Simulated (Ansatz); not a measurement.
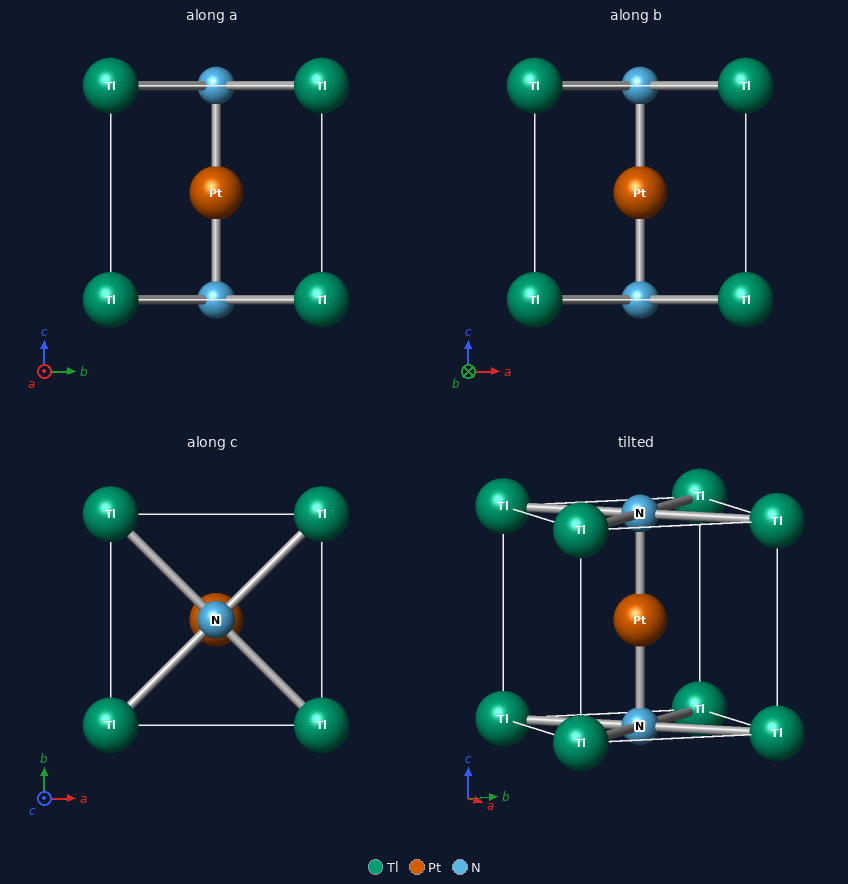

Drawn in the ball-and-stick manner and seen along the a axis, along the b axis, along the c axis and slightly off an axis. Atoms at the boundary of the conventional unit cell (the box) are drawn once for each face, edge or corner they touch.

Lattice parameters: a = 3.8410 Å, b = 3.8410 Å, c = 3.8961 Å, α = 90.000°, β = 90.000°, γ = 90.000°.

**Convert the drawing into a CIF with its space group and independent sites.**

```cif
data_structure
_symmetry_space_group_name_H-M 'P 4/m m m'
_symmetry_Int_Tables_number 123
_cell_length_a 3.8410
_cell_length_b 3.8410
_cell_length_c 3.8961
_cell_angle_alpha 90.000
_cell_angle_beta 90.000
_cell_angle_gamma 90.000
_cell_volume 57.48
loop_
_atom_site_label
_atom_site_type_symbol
_atom_site_symmetry_multiplicity
_atom_site_Wyckoff_symbol
_atom_site_fract_x
_atom_site_fract_y
_atom_site_fract_z
_atom_site_occupancy
Tl1 Tl 1 a 0.0000 0.0000 0.0000 1
Pt1 Pt 1 d 0.5000 0.5000 0.5000 1
N1 N 1 c 0.5000 0.5000 0.0000 1
```

The initial geometry was a structure type filled with these elements by a generator (whether the compound takes this form wasn't checked). Earlier steps of the study may have refined or changed the cell and positions. It was run through Ansatz as a DFT input.
